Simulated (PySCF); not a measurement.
# Run report: C6H14N2Si2, geometry relaxation (part 1 of 2)

- system: C6H14N2Si2
- method: PBE0-D3(BJ)/def2-SVP geometry optimisation, gas phase (PySCF 2.14.0)

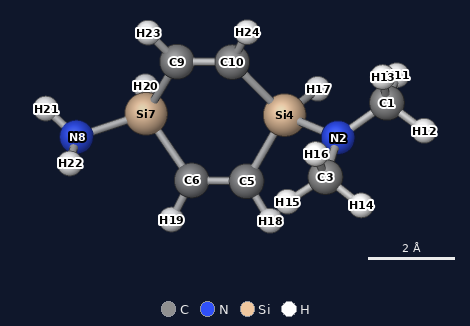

Figure 1. The structure as given in the input (ball-and-stick view, seen at a tilt; atoms are numbered from 1 in the order of the input). Bond lengths as drawn: C–C 1.33 Å, C–H 1.06 to 1.12 Å, C–N 1.43 to 1.45 Å, C–Si 1.86 to 1.91 Å, H–N 0.98 to 0.99 Å, H–Si 1.45 to 1.47 Å and N–Si 1.74 to 1.76 Å.

Summary:

| quantity | value |
| --- | --- |
| outcome | converged |
| total energy | −924.500880 hartree |
| dipole moment | 1.85 D |
| point group | C1 |
| hardware | 1 CPU thread, shared host |
| wall time | 6.2 min |
| peak memory | 1.1 GiB |

Input:
```
{"job": {"xc": "PBE0", "basis": "def2-SVP", "d3": "d3bj", "grid": 1, "shake": 0.01, "kind": "geom"}, "charge": 0, "multiplicity": 1}
C     -3.328150    -0.398860     0.507270
N     -2.172240    -0.005650    -0.227720
C     -2.260330     1.339310    -0.751650
Si    -0.616430    -0.773840     0.057990
C      0.392740    -0.492300    -1.484310
C      1.717580    -0.401780    -1.446310
Si     2.742220    -0.572440     0.130880
N      4.171690     0.384590    -0.135570
C      1.640260    -0.041190     1.598420
C      0.310920    -0.140720     1.566240
H     -3.267750    -1.403900     0.851800
H     -4.222100    -0.290390    -0.136690
H     -3.539890     0.280080     1.368210
H     -3.113700     1.437880    -1.411040
H     -1.335930     1.561880    -1.292640
H     -2.359530     2.096200     0.066150
H     -0.974270    -2.189980     0.239770
H     -0.131580    -0.385920    -2.417900
H      2.266970    -0.254020    -2.364930
H      3.198130    -1.932620     0.353120
H      4.876350     0.345750     0.545080
H      4.063890     1.300940    -0.483060
H      2.137160     0.363280     2.443810
H     -0.260310     0.193290     2.417270
```

The first line tells a small driver script what to run in PySCF; the rest is the geometry in Å.

Run as:
```bash
OMP_NUM_THREADS=1 python <driver script> task.json out
```

Output:
```
step   0  E = -924.48809211  max force = 0.033069
step   1  E = -924.49806517  max force = 0.007983
step   2  E = -924.49884303  max force = 0.002324
step   3  E = -924.49907641  max force = 0.004144
step   4  E = -924.49950110  max force = 0.003643
step   5  E = -924.50027997  max force = 0.003713
step   6  E = -924.50062470  max force = 0.002246
step   7  E = -924.50081370  max force = 0.000952
step   8  E = -924.50085247  max force = 0.000732
step   9  E = -924.50086953  max force = 0.000535
step  10  E = -924.50087985  max force = 0.000320
optimisation converged
```

Trajectory as extended XYZ (Å, eV, eV/Å), 11 frames, from step=0 to step=10:
```
24
Properties=species:S:1:pos:R:3:forces:R:3 step=0 energy=-25156.60234
C    -3.3281   -0.3989    0.5073   -0.6902   1.6512  -0.3196
N    -2.1722   -0.0056   -0.2277    0.6505   0.0444  -0.0174
C    -2.2603    1.3393   -0.7517    0.7293  -0.3362   1.0668
Si   -0.6164   -0.7738    0.0580   -0.9466   0.6012  -0.2059
C     0.3927   -0.4923   -1.4843   -0.3634  -0.0664   0.8925
C     1.7176   -0.4018   -1.4463    0.8051  -0.2348   0.7335
Si    2.7422   -0.5724    0.1309   -0.3661   1.2044  -0.1817
N     4.1717    0.3846   -0.1356   -1.2015  -1.3633  -0.4880
C     1.6403   -0.0412    1.5984    0.4644  -0.6692  -1.7005
C     0.3109   -0.1407    1.5662   -0.2068  -0.2429  -0.7463
H    -3.2677   -1.4039    0.8518    0.0836  -1.2360   0.4357
H    -4.2221   -0.2904   -0.1367   -0.1071  -0.2444  -0.0048
H    -3.5399    0.2801    1.3682    0.1242  -0.2378   0.0786
H    -3.1137    1.4379   -1.4110   -0.5456   0.1421  -0.5218
H    -1.3359    1.5619   -1.2926    0.0634   0.2331  -0.2597
H    -2.3595    2.0962    0.0662   -0.0438  -0.0873  -0.2651
H    -0.9743   -2.1900    0.2398    0.0106  -0.4995   0.1183
H    -0.1316   -0.3859   -2.4179   -0.4145   0.0006  -0.7560
H     2.2670   -0.2540   -2.3649    0.3955   0.1181  -0.6110
H     3.1981   -1.9326    0.3531    0.2472  -0.8230   0.1467
H     4.8764    0.3458    0.5451    1.3489  -0.0301   1.1259
H     4.0639    1.3009   -0.4831   -0.1563   1.3367  -0.4812
H     2.1372    0.3633    2.4438    0.5990   0.5395   1.3119
H    -0.2603    0.1933    2.4173   -0.4797   0.1996   0.6493
24
Properties=species:S:1:pos:R:3:forces:R:3 step=1 energy=-25156.87373
C    -3.3927   -0.2698    0.5285    0.0404  -0.4105   0.0462
N    -2.1955    0.0721   -0.1919    0.1059  -0.0787   0.0174
C    -2.1959    1.4120   -0.7126   -0.1584   0.1038  -0.1884
Si   -0.7071   -0.8033    0.0313    0.1476   0.0112   0.1286
C     0.3890   -0.6137   -1.4764   -0.2150   0.0637  -0.1923
C     1.7322   -0.5296   -1.4552    0.2134   0.0911  -0.1047
Si    2.7857   -0.5741    0.0981   -0.2627  -0.2333   0.1155
N     4.1908    0.4168   -0.1216    0.1147   0.2524   0.0582
C     1.6470   -0.1071    1.5267    0.3308   0.1821   0.1581
C     0.3057   -0.2086    1.5017   -0.1966   0.0458   0.1269
H    -3.3578   -1.3247    0.8691   -0.0044   0.2522  -0.0967
H    -4.2890   -0.1593   -0.1080   -0.0347   0.0030  -0.0649
H    -3.5572    0.3598    1.4223    0.0016   0.0902   0.1133
H    -3.0595    1.5650   -1.3976    0.1616   0.0071   0.1008
H    -1.2784    1.6132   -1.2878   -0.0035  -0.0168   0.0151
H    -2.2689    2.1875    0.0779    0.0077  -0.0071   0.0109
H    -1.0904   -2.2370    0.2491   -0.0484   0.0603  -0.0105
H    -0.1303   -0.5652   -2.4495    0.1030  -0.0690   0.0453
H     2.2723   -0.4233   -2.4118   -0.0803  -0.0467   0.0533
H     3.2863   -1.9705    0.3483    0.0311   0.1250  -0.0018
H     4.9326    0.3871    0.5789   -0.1935  -0.0220  -0.2288
H     4.0683    1.3702   -0.4621    0.0221  -0.2010   0.1101
H     2.1358    0.2993    2.4372   -0.1661  -0.1482  -0.1663
H    -0.2641    0.1090    2.3935    0.0838  -0.0548  -0.0452
24
Properties=species:S:1:pos:R:3:forces:R:3 step=2 energy=-25156.89489
C    -3.3835   -0.2831    0.5165   -0.0476   0.0487  -0.0315
N    -2.1809    0.0788   -0.1857    0.0897  -0.0525  -0.0215
C    -2.1577    1.4203   -0.7092   -0.1195   0.0174   0.0324
Si   -0.6996   -0.7971    0.0492    0.0434   0.0162   0.0305
C     0.3720   -0.6171   -1.4791   -0.0917   0.0025   0.0058
C     1.7146   -0.5312   -1.4581    0.0931   0.0362  -0.0280
Si    2.7569   -0.5735    0.1003   -0.0674  -0.0551   0.0310
N     4.1477    0.4308   -0.1426    0.0265   0.0860  -0.0130
C     1.6452   -0.1035    1.5445    0.1101   0.0521  -0.0005
C     0.3031   -0.2041    1.5279   -0.0748  -0.0001  -0.0295
H    -3.3434   -1.3356    0.8399    0.0119   0.0401  -0.0222
H    -4.2716   -0.1716   -0.1347   -0.0066   0.0042   0.0098
H    -3.5629    0.3374    1.4194   -0.0098  -0.0004  -0.0036
H    -2.9986    1.5896   -1.4097    0.0175  -0.0098   0.0112
H    -1.2250    1.6064   -1.2640    0.0062  -0.0138   0.0111
H    -2.2334    2.1955    0.0813    0.0046   0.0016   0.0003
H    -1.0997   -2.2231    0.2688   -0.0210  -0.0022   0.0076
H    -0.1453   -0.5917   -2.4512    0.0164  -0.0321   0.0179
H     2.2518   -0.4376   -2.4147    0.0062  -0.0352   0.0136
H     3.2816   -1.9552    0.3483    0.0301   0.0224   0.0140
H     4.9031    0.4006    0.5343    0.0024  -0.0247  -0.0457
H     4.0099    1.3818   -0.4701   -0.0045  -0.0118   0.0301
H     2.1351    0.2863    2.4530   -0.0306  -0.0572  -0.0162
H    -0.2604    0.1028    2.4241    0.0155  -0.0324  -0.0037
24
Properties=species:S:1:pos:R:3:forces:R:3 step=3 energy=-25156.90124
C    -3.3938   -0.2595    0.4877   -0.0066  -0.0291   0.0191
N    -2.1665    0.0741   -0.1851   -0.1833   0.1620   0.0163
C    -2.1523    1.4244   -0.6869    0.2131  -0.0042   0.0036
Si   -0.6921   -0.8111    0.0640   -0.0284   0.0377  -0.0237
C     0.3739   -0.6495   -1.4707    0.0365  -0.0093   0.0539
C     1.7174   -0.5541   -1.4559   -0.0574  -0.0129   0.0479
Si    2.7605   -0.5712    0.1008    0.0495   0.0604  -0.0327
N     4.1242    0.4665   -0.1657   -0.0609  -0.0312  -0.0339
C     1.6570   -0.1181    1.5536   -0.0910  -0.0293  -0.0938
C     0.3135   -0.2254    1.5424    0.0466   0.0071  -0.0788
H    -3.3826   -1.3092    0.8079   -0.0233  -0.1052   0.0479
H    -4.2637   -0.1281   -0.1854    0.0270   0.0049   0.0226
H    -3.5816    0.3656    1.3880    0.0097  -0.0284  -0.0548
H    -2.9801    1.5977   -1.3973   -0.0545  -0.0203  -0.0360
H    -1.2114    1.6250   -1.2217    0.0143   0.0339  -0.0152
H    -2.2462    2.1858    0.1152   -0.0033  -0.0107   0.0029
H    -1.1086   -2.2312    0.2880   -0.0282  -0.0078   0.0127
H    -0.1416   -0.6504   -2.4420   -0.0393  -0.0091  -0.0172
H     2.2509   -0.4760   -2.4143    0.0343  -0.0262  -0.0159
H     3.3260   -1.9334    0.3499    0.0348  -0.0246   0.0206
H     4.8986    0.4443    0.4848    0.1026  -0.0246   0.0484
H     3.9576    1.4152   -0.4790   -0.0200   0.0863  -0.0085
H     2.1436    0.2574    2.4648    0.0510  -0.0007   0.0800
H    -0.2438    0.0673    2.4450   -0.0229  -0.0187   0.0345
24
Properties=species:S:1:pos:R:3:forces:R:3 step=4 energy=-25156.91280
C    -3.4066   -0.2500    0.4688    0.0024   0.1030  -0.0275
N    -2.1652    0.0848   -0.1792   -0.0466   0.0542   0.0449
C    -2.1124    1.4370   -0.6747    0.1129  -0.0299   0.0624
Si   -0.7043   -0.8218    0.0800   -0.0253   0.0061  -0.0620
C     0.3629   -0.6856   -1.4555    0.1378  -0.0063   0.0454
C     1.7073   -0.5813   -1.4486   -0.1420  -0.0441   0.0559
Si    2.7642   -0.5615    0.0980    0.0761   0.0975  -0.0589
N     4.0931    0.5184   -0.1902   -0.1099  -0.0706  -0.0191
C     1.6606   -0.1387    1.5583   -0.1873  -0.0501  -0.0982
C     0.3160   -0.2527    1.5528    0.1145   0.0353  -0.0574
H    -3.4105   -1.3038    0.7739   -0.0051  -0.1102   0.0400
H    -4.2637   -0.1004   -0.2162    0.0160  -0.0004   0.0125
H    -3.6047    0.3645    1.3736    0.0057  -0.0262  -0.0372
H    -2.9215    1.6266   -1.4015   -0.0605   0.0078  -0.0501
H    -1.1559    1.6223   -1.1880    0.0001   0.0102  -0.0062
H    -2.2086    2.1958    0.1294   -0.0083   0.0000  -0.0051
H    -1.1471   -2.2336    0.3093   -0.0222   0.0006   0.0133
H    -0.1541   -0.7087   -2.4253   -0.0490  -0.0048  -0.0353
H     2.2359   -0.5203   -2.4107    0.0313  -0.0173  -0.0287
H     3.3785   -1.9023    0.3471    0.0359  -0.0226   0.0163
H     4.8906    0.5064    0.4320    0.0999  -0.0223   0.0561
H     3.8918    1.4660   -0.4854   -0.0174   0.0906  -0.0092
H     2.1457    0.2212    2.4754    0.0725   0.0172   0.0999
H    -0.2333    0.0238    2.4649   -0.0312  -0.0178   0.0483
24
Properties=species:S:1:pos:R:3:forces:R:3 step=5 energy=-25156.93399
C    -3.4282   -0.1991    0.4047    0.0353   0.1636  -0.0690
N    -2.1395    0.1065   -0.1611    0.1068  -0.0407   0.0872
C    -1.9813    1.4638   -0.6210   -0.0543  -0.0529   0.0719
Si   -0.7306   -0.8740    0.1211   -0.0393  -0.0646  -0.1133
C     0.3355   -0.8237   -1.4192    0.1731   0.0014   0.0341
C     1.6774   -0.6837   -1.4321   -0.1285  -0.0907   0.0094
Si    2.7680   -0.5191    0.0809    0.0840   0.1017  -0.0730
N     3.9551    0.7047   -0.2610   -0.1255  -0.0602   0.0241
C     1.6666   -0.2106    1.5685   -0.1909  -0.0355  -0.0003
C     0.3239   -0.3534    1.5839    0.1166   0.0713   0.0003
H    -3.4954   -1.2638    0.6679    0.0140  -0.0365   0.0114
H    -4.2361    0.0167   -0.3200   -0.0142  -0.0155  -0.0099
H    -3.6520    0.3912    1.3172   -0.0045  -0.0075   0.0195
H    -2.7336    1.7082   -1.3930   -0.0180   0.0409  -0.0315
H    -0.9851    1.6073   -1.0695   -0.0234  -0.0155  -0.0007
H    -2.0877    2.2097    0.1935   -0.0139   0.0124  -0.0097
H    -1.2626   -2.2521    0.3717    0.0021   0.0116   0.0060
H    -0.1889   -0.9207   -2.3814   -0.0232  -0.0031  -0.0184
H     2.1948   -0.6758   -2.4026    0.0119   0.0069  -0.0283
H     3.5557   -1.7679    0.3281    0.0087  -0.0052  -0.0039
H     4.8170    0.7399    0.2699    0.0156  -0.0145   0.0237
H     3.6361    1.6402   -0.4877    0.0171   0.0309   0.0051
H     2.1539    0.1014    2.5033    0.0763   0.0267   0.0469
H    -0.2041   -0.1398    2.5261   -0.0256  -0.0248   0.0185
```
